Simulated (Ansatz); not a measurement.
# Geometry relaxation of Zn₁₆AsO₁₅ (charge −1) (part 4 of 4)

Continued. System: Zn₁₆AsO₁₅ (defect cell, 32 atoms in the cell, total charge −1). Method: DFT, PBE, plane-wave PAW, default files, scalar-relativistic, no spin polarisation (Ansatz 0.2.0); cutoff 420 eV, 3×3×2 k-mesh, Fermi–Dirac smearing of 0.01 eV. The structure derives from an entry of the Crystallography Open Database. It belongs to a series of runs on one base structure; here: As on a O site, charge -1, ions relaxed.

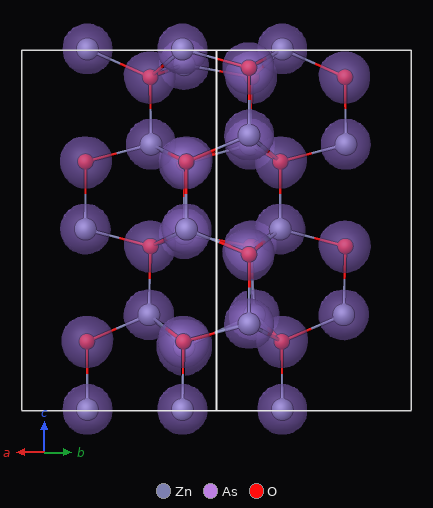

Figure 1. Isosurface of the valence charge density (pseudo) at 1 e/Å³ (purple), seen along [110]. Sticks mark near contacts. The outline is the calculation cell. At this value the density breaks into separate islands; it holds about 70 % of the electrons treated as valence. It is pinched off along the Zn–O (1.94 Å), Zn–As (2.23 Å), Zn–O (1.98 Å) and Zn–O (2.04 Å) contacts. On the grid the lowest density along these lines, outside the cores, is 0.66 e/Å³ (Zn–O, 1.94 Å), 0.61 e/Å³ (Zn–As, 2.23 Å), 0.58 e/Å³ (Zn–O, 1.98 Å) and 0.53 e/Å³ (Zn–O, 2.04 Å). Core electrons are frozen (PAW), so the fields are smoothed inside the atomic spheres.

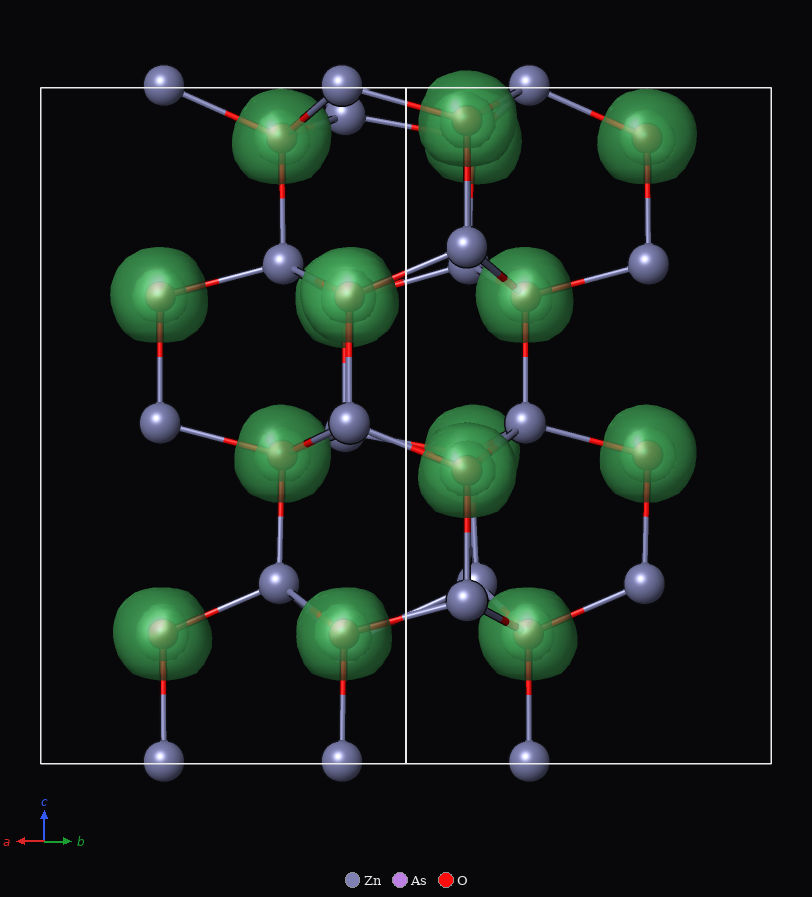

Figure 2. Isosurface of the electron localisation function at 0.75 (green), seen along [110]. Only the valence region is drawn (cores and ρ < 0.01 e/Å³ removed). Sticks mark near contacts. The outline is the calculation cell. Values along the shortest contacts: Zn–O (1.94 Å): the ELF is about 0.25 at the midpoint. Zn–As (2.23 Å): the ELF is about 0.55 at the midpoint.

## Results in brief

```json
{"quantity": "outcome", "value": "converged"}
{"quantity": "electrons treated", "value": "298"}
{"quantity": "free energy", "value": "−66465.5643 eV"}
{"quantity": "Fermi energy", "value": "9.534 eV"}
{"quantity": "pressure", "value": "11.44 GPa"}
{"quantity": "final volume", "value": "380.79 Å³"}
{"quantity": "field gradient V_zz (10²¹ V/m²)", "value": "Zn 1.00, Zn 1.63, Zn 1.00, Zn 1.63, Zn 1.00, Zn 1.63, Zn 3.51, Zn −1.91 (the first 8 of 32 sites)"}
{"quantity": "largest force (length of the vector) at the end", "value": "0.038 eV/Å"}
{"quantity": "wall time", "value": "6.3 min"}
{"quantity": "peak memory", "value": "1 GiB"}
```

Warnings of the run: the SCF threshold is looser than advised for the printed stress.
